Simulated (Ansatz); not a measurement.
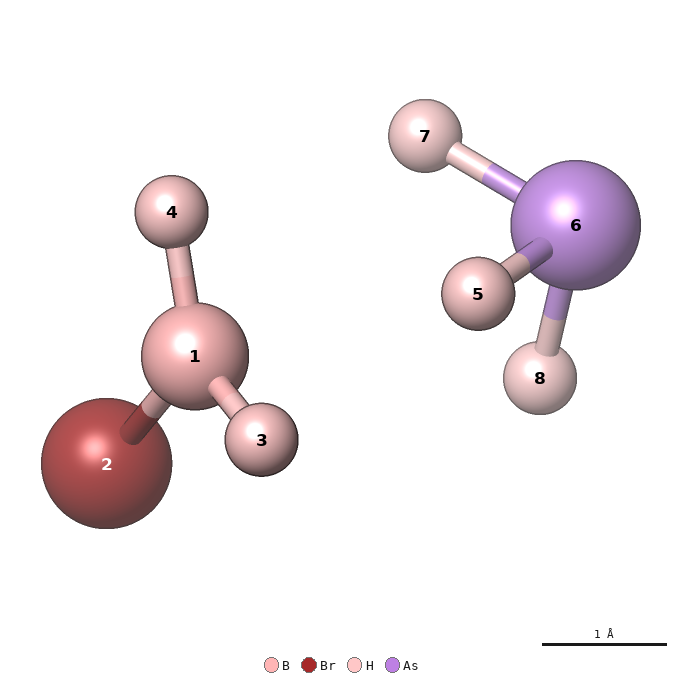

Orthographic view. Atoms fade into the background with distance from the viewer. The geometry was computed by an optimisation with PBE0-D4/def2-TZVP.

Write the connection table.

B1: Br2, H3, H4
Br2: B1
H3: B1
H4: B1
H5: As6
As6: H5, H7, H8
H7: As6
H8: As6
